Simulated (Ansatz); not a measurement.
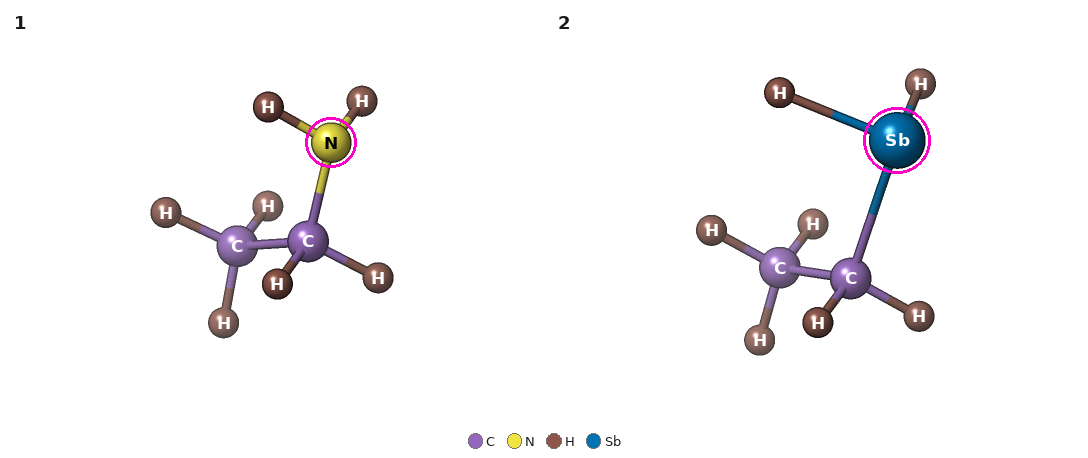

2 molecules with one skeleton, seen from the same side and at one scale; the atom that differs is circled. Charge 0, singlet. Computed geometries: PBE0-D4/def2-TZVP optimisations, one conformation each. Properties computed with Ansatz 0.2.0. Elements past Kr carry core potentials.

One atom differs, called X below: N in panel 1, Sb in panel 2. Their formulas are C2H7N (`CCN`), C2H7Sb (`C[CH2][SbH2]`).

Question: In which is the mean length of X–H larger (PBE0-D4/def2-TZVP)?

Answer: In panel 2 (X = Sb).

Question: In which is the mean angle C–X–H larger (PBE0-D4/def2-TZVP)?

Answer: In panel 1 (X = N).

Give the values. With PBE0-D4/def2-TZVP: length of X–C (Å), mean length of X–H (Å), mean angle C–X–H (°), harmonic zero-point energy (kJ/mol). With PBE-D4/def2-TZVPP: dipole moment (D), HOMO energy (Kohn–Sham orbital) (eV), HOMO–LUMO gap (eV).

| quantity | 1 (N) | 2 (Sb) | 2 − 1 |
| --- | --- | --- | --- |
| length of X–C (Å) | 1.454 | 2.169 | +0.715 |
| mean length of X–H (Å) | 1.013 | 1.712 | +0.699 |
| mean angle C–X–H (°) | 110.3 | 93.6 | −16.7 |
| dipole moment (D) | 1.21 | 0.93 | −0.28 |
| HOMO energy (Kohn–Sham orbital) (eV) | −5.32 | −5.89 | −0.57 |
| HOMO–LUMO gap (eV) | 5.61 | 4.95 | −0.66 |
| harmonic zero-point energy (kJ/mol) | 243.8 | 206.4 | −37.4 |
